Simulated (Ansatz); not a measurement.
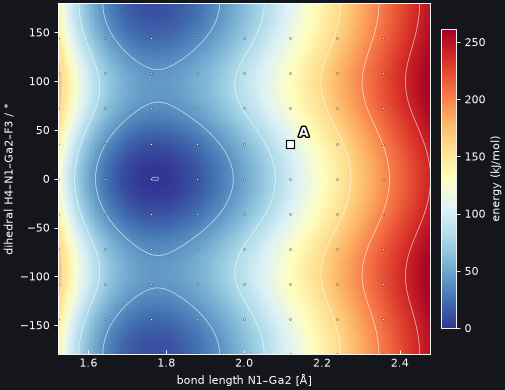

FGaH₂N, SMILES [NH-][GaH][F], charge −1. Coordinates scanned: (1) bond length N1–Ga2; (2) dihedral H4–N1–Ga2–F3. Nothing is relaxed (all other coordinates rigid). The grid has 9 × 10 points; 54 points were computed and 36 follow by symmetry. Points are written as (first, second). Energies are in kJ/mol, from the lowest grid point. Computed with RKS PBE0-D4/def2-TZVPD in Ansatz 0.2.0.

Drawn: a smooth colour map with a few white contour lines, dots at the grid points, the point A. Between grid points the surface is interpolated.

Q: Is A at rest? If not, where is it pushed?

A: A, at (2.119 Å, 36°), is not a stationary point. The computed force is 400 kJ/mol for each Å towards smaller values of bond length N1–Ga2 and 0.49 kJ/mol for each degree towards smaller values of dihedral H4–N1–Ga2–F3.
